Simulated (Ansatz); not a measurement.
Al₂ZnSe₄ (space group I-4)

```xyz
7
Lattice="-2.7579 2.7579 5.4148 2.7579 -2.7579 5.4148 2.7579 2.7579 -5.4148" Properties=species:S:1:pos:R:3 pbc="T T T"
Al     2.7579     0.0000     2.7074
Al     0.0000     0.0000     5.4148
Zn     0.0000     0.0000     0.0000
Se     1.4267    -1.2891     6.8612
Se     1.4689     1.3312    -1.4464
Se     1.3312     4.0470     1.4464
Se     1.2891     1.4267     3.9684
```

This relaxed cell (volume V₀) is scaled evenly in all directions, its shape held. The atoms relax within the cell's symmetry.

Level of theory: PBEsol (plane waves to 420 eV, PAW, scalar-relativistic; Ansatz, a program for electronic structure). k mesh 9×9×9 (Γ-centred), Fermi-Dirac smearing 0.05 eV. Energies are smeared free energies. With the shape held, the modulus is that of even scaling; a crystal free to change shape is softer. Al2ZnSe4 was relaxed with its symmetry unable to fall. The zero of ΔE is the relaxed starting cell.

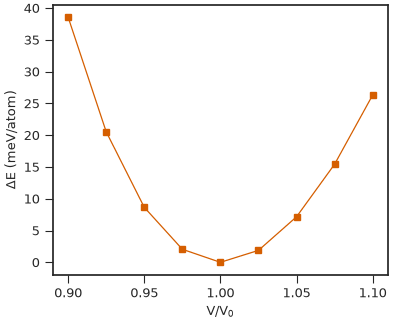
Figure. ΔE (meV/atom) against V/V₀; computed points joined by lines.

### Question
What is ΔE at V/V₀ = 0.900?

### Answer
About 39 meV/atom.

### Question
What is ΔE at V/V₀ = 1.100?

### Answer
About 26 meV/atom.

(Under strain, the slope of the energy per volume gives the stress and its curvature an elastic modulus.)
